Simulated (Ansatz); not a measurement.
# Sn: response to strain

Aim: deform Sn (equal xx and yy strain of -2 %) and compute stress, forces and field gradients with LAPW, PAW and all-electron datasets made for the crystal.

Program: Ansatz 0.2.0. Level of theory: DFT PBEsol, scalar-relativistic. These are calculated values, not measurements.

## Step 1: Starting point

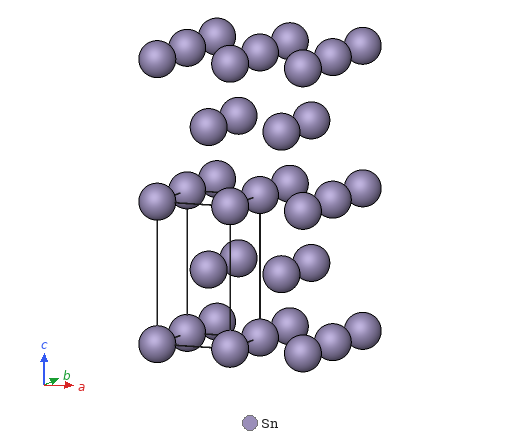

Start, viewed slightly off an axis; tin purple. 2×2×2 cells are drawn. Atoms on the faces are drawn again on the opposite ones. The cell drawn here is the conventional one.

Coordinates:

```cif
data_structure
_symmetry_space_group_name_H-M 'I4/mmm'
_symmetry_Int_Tables_number 139
_cell_length_a 3.1815
_cell_length_b 3.1815
_cell_length_c 5.8313
_cell_angle_alpha 90.000
_cell_angle_beta 90.000
_cell_angle_gamma 90.000
_cell_volume 59.02
loop_
_atom_site_label
_atom_site_type_symbol
_atom_site_symmetry_multiplicity
_atom_site_Wyckoff_symbol
_atom_site_fract_x
_atom_site_fract_y
_atom_site_fract_z
_atom_site_occupancy
Sn1 Sn 2 a 0.00000 0.00000 0.00000 1
```

The file gives the conventional cell by its symmetry; the runs use the cell typed in the input.

## Step 2: After the deformation

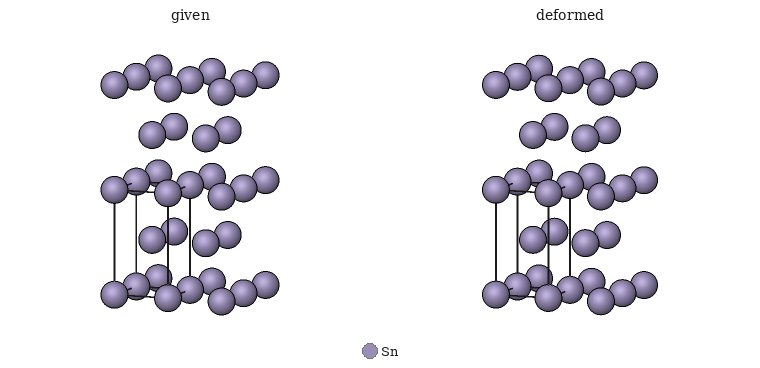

Given and deformed, at one scale.

Space group I4/mmm before, I4/mmm after.

## Step 3: Full-potential LAPW

input.yaml reads:

```yaml
crystal:
  lattice:
    - [-1.558935, 1.558935, 2.91565]
    - [1.558935, -1.558935, 2.91565]
    - [1.558935, 1.558935, -2.91565]
  atoms:
    - { symbol: Sn, position: [0.0, 0.0, 0.0] }
kpoints:
  mp_grid: { grid: [15, 15, 18] }
  band_path:
    path:
      - [0.0, 0.0, 0.0]
      - [0.0, 0.0, 0.5]
      - [0.25, 0.25, 0.25]
      - [0.0, 0.5, 0.0]
      - [0.0, 0.0, 0.0]
      - [0.5, 0.5, -0.5]
      - [0.3214702408, 0.6785297592, -0.3214702408]
      - [-0.3214702408, 0.3214702408, 0.3214702408]
      - [0.0, 0.0, 0.0]
    npoints: 5
scf:
  occupations: { method: fermi_dirac, width: 0.08 }
hamiltonian:
  xc: pbesol
  pseudopotentials: { kind: all_electron, lapw: { basis_error: 0.00025 } }
output:
  forces: true
  stress: true
  eigenvalues: true
```

Run with:

```
> ansatz run input.yaml --threads 1 --pin off --max-ram 3072MiB --backend cpu --events-out ev --progress --plain --runs-dir out
```

Output (excerpt; [...] marks lines left out):

```text
Warning: crystal.symmetry: narrowed to the stabiliser of the k-point mesh — unitary ops 16 → 4; excluded 12 operations that carry a point of the 15×15×18 mesh (shift [0, 0, 0]) off the mesh (the run samples exactly the mesh kpoints.mp_grid names, as under crystal.symmetry.detect: false, [...]
LAPW: plane waves up to 7.736 Å⁻¹, error target 2.5e-4 eV per atom; small_component_spin mean_spin; Sn in spheres of 1.559 Å, 22 of its electrons in bands, Dirac shells []
[...]
Pseudopotentials: kind: all_electron
Pseudopotential: Sn, LAPW, valence charge 22, Koelling and Harmon's equation, gaussian nucleus
Functional definition: PBEsol
[...]
Crystal: 1 atoms, lattice volume = 28.343 Å³
Basis set: ecut = 228.02529920663156 eV, 227 PW (Γ), FFT grids on a1+a3, a2+a3, a3, exchange–correlation at level 2
Bands: 15, of which v1, the nominal top of the filled ones, is band 11 counted from 1 (10 counted from 0)
Symmetry: 4 space group operations
k-points: 1088 of 4050
[...]
SCF iter   1: F=—  HF=-168014.968028 eV  |F-HF|=—  |Δ(HF+E_count)|=         —  Δρ=8.01e-3  dr2=1.63e-2  ethr=7.39e-5  ⟨swp⟩=3.1  Hψ=114963  notcnv=0
[...]
the basis was enlarged: its passes take 120.9 KiB over the memory plan, 1 of 1 planned eigensolver slots
[...]
SCF iter   8: F=-168014.950398 eV  HF=-168014.950398 eV  |F-HF|=2.44e-9  |Δ(HF+E_count)|=   1.22e-9  Δρ=4.98e-6  dr2=7.06e-9  ethr=6.68e-10  ⟨swp⟩=2.0  Hψ=47041  notcnv=0
[...]
NSCF: frozen V_eff on 41 k-points
SCF converged after 8 iterations
Free energy (F): -168014.950398 eV
[...]
E sigma→0 (E₀):  -168014.943948 eV
Entropy (-TS):   -0.012899 eV (-12.899 meV/atom)
Fermi energy:    12.919249 eV
[...]
--- Forces (eV/Å), atoms counted from 1 ---
  atom   1  Sn     0.00000000    -0.00000000     0.00000000
[...]
--- Stress (GPa, compression-positive) ---
       -1.357359       0.043951      -0.053315
        0.043951      -1.357359      -0.053315
       -0.053315      -0.053315      -4.549467
  P = ⅓ Tr σ = -2.4214 GPa (-24.214 kbar)
--- Band table (eV; the first three rows and the last of 1088) ---
  k-point 0: bands = ["-116.3362", "-72.1874", "-72.1554", "-72.1552", "-8.6825", "-8.5722", "-8.4626", "-8.4624", "-8.3702", "2.0469", "18.6518", "20.5331", "20.5334", "23.2731", "24.2597"]
[...]
```

Run time: 71 s. Hardware: 1 thread of Intel Xeon Platinum 8488C (Sapphire Rapids), shared host; peak memory 1.3 GiB.

In short: pressure -2.42 GPa; no gap.

## Step 4: PAW with frozen cores

input.yaml reads:

```yaml
crystal:
  lattice:
    - [-1.558935, 1.558935, 2.91565]
    - [1.558935, -1.558935, 2.91565]
    - [1.558935, 1.558935, -2.91565]
  atoms:
    - { symbol: Sn, position: [0.0, 0.0, 0.0] }
kpoints:
  mp_grid: { grid: [15, 15, 18] }
scf:
  occupations: { method: fermi_dirac, width: 0.08 }
hamiltonian:
  xc: pbesol
  pseudopotentials: { kind: paw }
output:
  forces: true
  stress: true
  eigenvalues: true
  efg: { contact_densities: true }
```

Run with:

```
> ansatz run input.yaml --threads 1 --pin off --max-ram 3072MiB --backend cpu --events-out ev --progress --plain --runs-dir out
```

Output (excerpt; [...] marks lines left out):

```text
Warning: crystal.symmetry: narrowed to the stabiliser of the k-point mesh — unitary ops 16 → 4; excluded 12 operations that carry a point of the 15×15×18 mesh (shift [0, 0, 0]) off the mesh (the run samples exactly the mesh kpoints.mp_grid names, as under crystal.symmetry.detect: false, [...]
Sn: output.efg is read without spin–orbit coupling, which moves field gradients at and beside such atoms by some per cent and up to a factor of two; PAW files take it under magnetization.noncollinear and magnetization.spin_orbit
[...]
Pseudopotentials: kind: paw
Pseudopotential: Sn, paw, valence charge 14, recommended cutoff 420 eV (normal)
Functional definition: PBEsol
[...]
Crystal: 1 atoms, lattice volume = 28.343 Å³
Basis set: ecut = 420 eV, 557 PW (Γ), exchange–correlation on 50×50×50 points (8 copies of the dense FFT grid, shifted against one another)
Bands: 11, of which v1, the nominal top of the filled ones, is band 7 counted from 1 (6 counted from 0)
Symmetry: 4 space group operations
k-points: 1088 of 4050
[...]
SCF iter   6: F=-5949.702531 eV  HF=-5949.702531 eV  |F-HF|=9.66e-10  |Δ(HF+E_count)|=   2.87e-7  Δρ=4.71e-6  dr2=7.36e-9  ethr=7.14e-10  ⟨swp⟩=6.2  Hψ=58284  notcnv=0
[...]
SCF converged after 6 iterations
Free energy (F): -5949.702531 eV
[...]
E sigma→0 (E₀):  -5949.696082 eV
Entropy (-TS):   -0.012897 eV (-12.897 meV/atom)
Fermi energy:    10.100529 eV
[...]
--- Forces (eV/Å), atoms counted from 1 ---
  atom   1  Sn    -0.00000000     0.00000000     0.00000000
[...]
--- Stress (GPa, compression-positive) ---
       -1.364108       0.043673      -0.053351
        0.043673      -1.364108      -0.053351
       -0.053351      -0.053351      -4.555546
  P = ⅓ Tr σ = -2.4279 GPa (-24.279 kbar)
--- PAW observables at the nuclei: V_zz in 10²¹ V/m², potentials from the cell's mean, atoms counted from 1 ---
  atom   1  Sn V_zz =    +9.157604   η = 0.0061   by run symmetry: allowed
            electrostatic potential = -8173.605664 V   contact ρ = 1234647.714090 e/Å³
--- Band table (eV; the first three rows and the last of 1088) ---
  k-point 0: bands = ["-11.5018", "-11.3960", "-11.2853", "-11.2850", "-11.1895", "-0.7719", "15.8325", "17.7162", "17.7165", "20.4549", "21.4418"]
[...]
```

Run time: 13 s. Hardware: 1 thread of Intel Xeon Platinum 8488C (Sapphire Rapids), shared host; peak memory 0.65 GiB.

Read from it: pressure -2.43 GPa; no gap; Vzz Sn 9.2 (10²¹ V/m²).

## Step 5: Datasets made for this crystal

input.yaml, as its differences from that of step 4:

```diff
@@ -13,3 +13,3 @@
   xc: pbesol
-  pseudopotentials: { kind: paw }
+  pseudopotentials: { kind: all_electron, datasets: crystal }
 output:
```

Run with:

```
> ansatz run input.yaml --threads 1 --pin off --max-ram 3072MiB --backend cpu --events-out ev --progress --plain --runs-dir out
```

Output (excerpt; [...] marks lines left out):

```text
Warning: crystal.symmetry: narrowed to the stabiliser of the k-point mesh — unitary ops 16 → 4; excluded 12 operations that carry a point of the 15×15×18 mesh (shift [0, 0, 0]) off the mesh (the run samples exactly the mesh kpoints.mp_grid names, as under crystal.symmetry.detect: false, [...]
Sn: output.efg is read without spin–orbit coupling, which moves field gradients at and beside such atoms by some per cent and up to a factor of two; PAW files take it under magnetization.noncollinear and magnetization.spin_orbit
[...]
Pseudopotentials: kind: all_electron
Pseudopotential: Sn, paw, valence charge 14, recommended cutoff 240 eV (normal), Koelling and Harmon's equation, gaussian nucleus
Functional definition: PBEsol
[...]
Crystal: 1 atoms, lattice volume = 28.343 Å³
Basis set: ecut = 240 eV, 235 PW (Γ), exchange–correlation on 40×40×40 points (8 copies of the dense FFT grid, shifted against one another)
Bands: 11, of which v1, the nominal top of the filled ones, is band 7 counted from 1 (6 counted from 0)
[...]
Past the cutoffs: a stress includes 0.0026 GPa for waves and charges beyond them, in addition to the slope of what the spheres take
In the spheres:  the bands' charges fall short by 7.9e-7 e at most (sound up to 1e-3)
Fermi energy:    12.919285 eV
[...]
  The terms above E_closure are by the made datasets' own strengths, without shells solved beside the bands.
--- Forces (eV/Å), atoms counted from 1 ---
  atom   1  Sn     0.00000000     0.00000000     0.00000000
[...]
--- Stress (GPa, compression-positive) ---
       -1.357011       0.043967      -0.053314
        0.043967      -1.357011      -0.053314
       -0.053314      -0.053314      -4.549103
  P = ⅓ Tr σ = -2.4210 GPa (-24.210 kbar)
--- PAW observables at the nuclei: V_zz in 10²¹ V/m², potentials from the cell's mean, atoms counted from 1 ---
  atom   1  Sn V_zz =    +9.358099   η = 0.0059   by run symmetry: allowed
            electrostatic potential = -8171.680494 V   contact ρ = 1234547.730772 e/Å³
--- Band table (eV; the first three rows and the last of 1088) ---
  k-point 0: bands = ["-8.6825", "-8.5720", "-8.4624", "-8.4622", "-8.3702", "2.0470", "18.6519", "20.5332", "20.5334", "23.2731"]
[...]
```

Wall time 56 s (1 thread of Intel Xeon Platinum 8488C (Sapphire Rapids), shared host); peak memory 0.92 GiB.

Read from it: pressure -2.42 GPa; no gap; Vzz Sn 9.4 (10²¹ V/m²).

## Step 6: Side by side

Stress (GPa, compression positive):

| method | xx | yy | zz | yz | xz | xy |
| --- | --- | --- | --- | --- | --- | --- |
| LAPW | -1.36 | -1.36 | -4.55 | -0.05 | -0.05 | 0.04 |
| PAW | -1.36 | -1.36 | -4.56 | -0.05 | -0.05 | 0.04 |
| crystal datasets | -1.36 | -1.36 | -4.55 | -0.05 | -0.05 | 0.04 |

```
          method  pressure (GPa)  Vzz Sn (10²¹ V/m²)  SCF cycles, all passes
            LAPW           -2.42                   –                       8
             PAW           -2.43                9.16                       6
crystal datasets           -2.42                9.36                       8
```

## Step 7: Outcome

| quantity | value |
| --- | --- |
| pressure | LAPW -2.42, PAW -2.43, crystal datasets -2.42 GPa |
| largest shear or deviatoric stress (LAPW) | 2.13 GPa |

What this shows: The largest part of the stress beyond the pressure is 2.13 GPa in size, in the zz component. No run of the undeformed cell stands beside it, so the pressure holds what the given cell had before the change. PAW: stress within 0.01 GPa of LAPW. Crystal datasets: stress within 0.01 GPa of LAPW. The k mesh doesn't keep the crystal's whole symmetry, which leaves small spurious terms.
